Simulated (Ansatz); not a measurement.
# GaBHCl (triplet): the correlation ladder at distance Ga2–Cl3 = 2.620 Å, cc-pVDZ

Aim: climb from Hartree-Fock through coupled cluster and multireference methods for GaBHCl (triplet) at one geometry and basis, and see what each rung misses.

The runs use Ansatz 0.2.0, Gaussian basis; cc-pVDZ, core rule «outside noble gas», up to 20 orbitals frozen.

The runs, in order: UHF; CCSD(T) on ROHF; CCSD(T) on UHF; BCCD(T) on ROHF; CISD; CCSDT(Q) on ROHF; CCSDT(Q) on UHF; CASSCF and MRCISD+Q, 4 electrons in 4 orbitals; CASSCF and NEVPT2, 4 electrons in 4 orbitals.

40 further runs of the same task are left out: 1 for a known fault of the program, 34 that didn't finish, 5 set aside as unsound or not needed.

## (1) What is computed

The geometry derives from a PBE0/def2-TZVP stationary point (not a proven minimum). One bond is set to the value named and the two fragments are kept rigid. No spin-orbit coupling is included. The filled d shell of Ga may be among the frozen orbitals whatever the setting's name suggests; the logs give the count.

4 atoms, charge 0, spin multiplicity 3.

Atoms are counted from 1 here; the program's logs count them from 0.

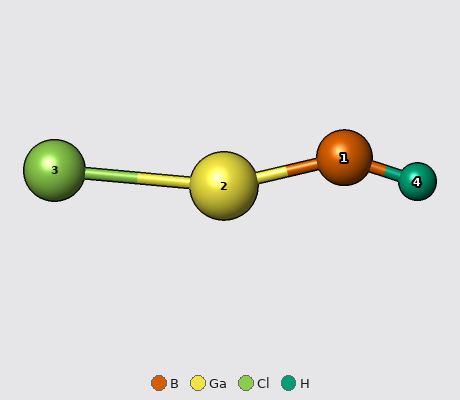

The structure; boron orange, gallium yellow, chlorine green, hydrogen teal; atoms are numbered from 1 in the order of the file.

Coordinates:

```xyz
4

B     0.0000   -0.2540    1.2996
Ga    0.0000    0.1870   -0.5574
Cl    0.0000   -0.0456   -3.1670
H     0.0000    0.1126    2.4248
```

## (2) UHF

Contents of in.yaml:

```yaml
crystal:
  periodic: [false, false, false]
  atoms:
    - {symbol: B, position_ang: [0.000000, -0.253973, 1.299588]}
    - {symbol: Ga, position_ang: [0.000000, 0.186982, -0.557352]}
    - {symbol: Cl, position_ang: [0.000000, -0.045576, -3.167011]}
    - {symbol: H, position_ang: [0.000000, 0.112568, 2.424775]}
basis:
  gaussian: {orbitals: cc-pVDZ}
magnetization: {spin_polarized: true, initial_magnetization: 2}
hamiltonian: {xc: hf}
output: {orbitals: {seedname: orbitals}}
```

Command:

```sh
ansatz run in.yaml --threads 1 --pin off --events-out ev --progress --plain --max-ram 2393MiB
```

The runs that follow: CCSD(T) on ROHF; CCSD(T) on UHF; BCCD(T) on ROHF; CISD; CCSDT(Q) on ROHF; CCSDT(Q) on UHF; CASSCF and MRCISD+Q, 4 electrons in 4 orbitals; CASSCF and NEVPT2, 4 electrons in 4 orbitals.

**Question.** What will the summary of the whole plan be? Wanted: UCCSDT(Q) below the RHF energy; RMP2 from UCCSDT(Q); UMP2 from UCCSDT(Q); RCCSD from UCCSDT(Q); RCCSD(T) from UCCSDT(Q); UCCSD(T) from UCCSDT(Q); RCCSDT(Q) from UCCSDT(Q); NEVPT2 pair from UCCSDT(Q); MRCISD+Q pair from UCCSDT(Q).

As calculated:

| quantity | value |
| --- | --- |
| UCCSDT(Q) below the RHF energy | -7.9903 eV |
| RMP2 from UCCSDT(Q) | +1236.8 meV |
| UMP2 from UCCSDT(Q) | +1297.4 meV |
| RCCSD from UCCSDT(Q) | +323.8 meV |
| RCCSD(T) from UCCSDT(Q) | +74.4 meV |
| UCCSD(T) from UCCSDT(Q) | +72.8 meV |
| RCCSDT(Q) from UCCSDT(Q) | +5.7 meV |
| NEVPT2 pair from UCCSDT(Q) | +1227.1 meV |
| MRCISD+Q pair from UCCSDT(Q) | +157.2 meV |
| levels within 1 kcal/mol (43 meV) | RCCSDT, UCCSDT, RCCSDT(Q) |
| T1 diagnostic | 0.023 |

RCCSD(T) lands +74.4 meV from the yardstick (0.9 % of the correlation energy). Of the multireference levels listed MRCISD+Q pair comes nearest in total energy (+157.2 meV), which doesn't show that its space is the better one. These misses are within one basis, not against nature; the frozen cores of restricted and unrestricted runs differ, which can shift their rows.
